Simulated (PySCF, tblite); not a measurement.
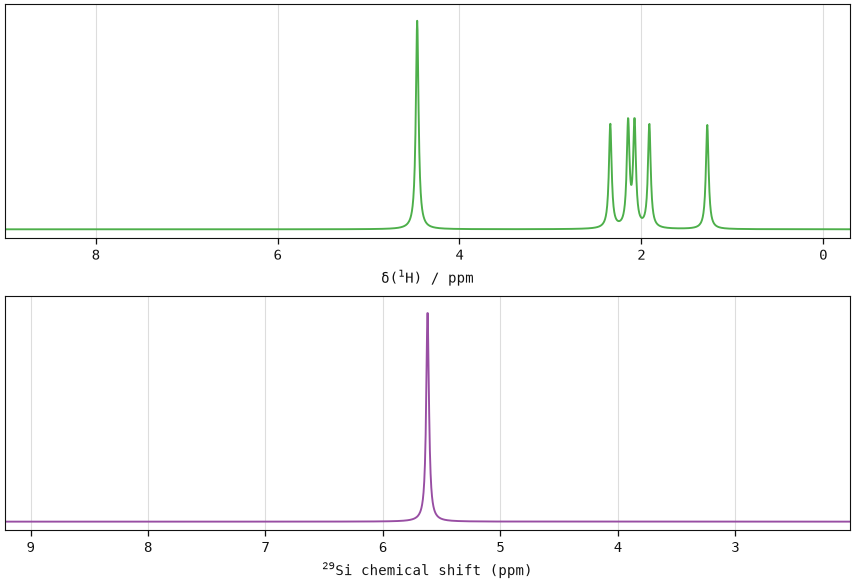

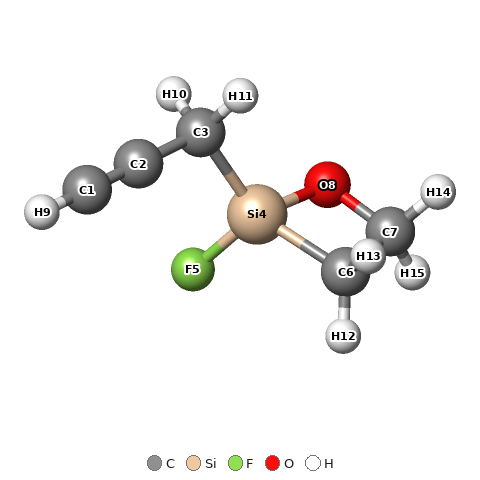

Spectrum and numbered structure of C₅H₇FOSi, SMILES C#CC[Si@]1(F)CCO1. GIAO shifts, PBE0/pcSseg-1 in PySCF, at a GFN2-xTB geometry (a minimum by its frequencies), against TMS for ¹H and TMS for ²⁹Si computed at the same level. Gas phase, fully decoupled, line heights follow the number of nuclei, widths are arbitrary (no quadrupolar broadening); values of one conformer, averaged over methyl-type rotors and exact or near symmetry; other conformers aren't averaged in.

### Assign the ¹H signals to the numbered atoms.

| δ (ppm) | nuclei | atoms |
| --- | --- | --- |
| 4.46 | 2 | H14, H15 |
| 2.34 | 1 | H12 |
| 2.14 | 1 | H13 |
| 2.07 | 1 | H10 |
| 1.91 | 1 | H11 |
| 1.27 | 1 | H9 |

The order of signals that lie close, as those under 0.08 ppm apart, is within the error of the method.

### Where does the ²⁹Si line lie?

At 5.6 ppm (Si4).

Caveats: the tight-binding geometry is rougher than a DFT one and adds to the error.
